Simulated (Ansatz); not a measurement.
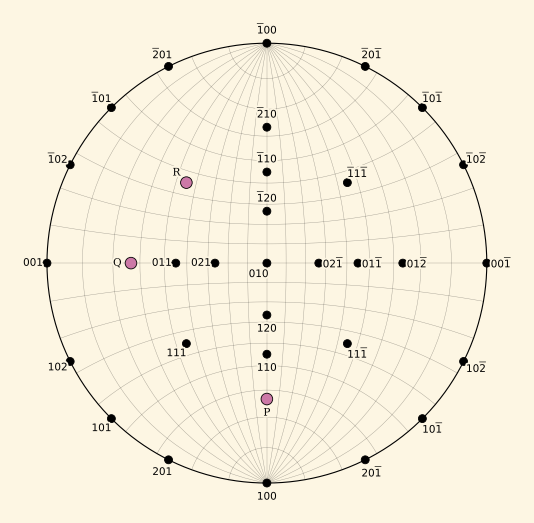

Stereographic projection of plane normals (upper hemisphere) centred on (0 1 0). Crystal: KZrCl3, the input geometry of an electronic-structure calculation (not necessarily at equilibrium); the starting structure was generated, so it need not be a known form of this composition. All values are computed from the atomic coordinates in the standard setting (tolerance 0.002 Å).

a = 5.121 Å, b = 5.121 Å, c = 5.121 Å, α = 90.00°, β = 90.00°, γ = 90.00°.

> Index the poles marked P, Q, R.

P is (2 1 0), 63.4° from the centre; Q is (0 1 2), 63.4° from the centre; R is (−1 1 1), 54.7° from the centre.

> What is the angle between the normals of (0 1 −2) and (−1 1 −1), and what are their d_hkl = 1/|g|?

39.2°; d = 2.290 Å and 2.957 Å.
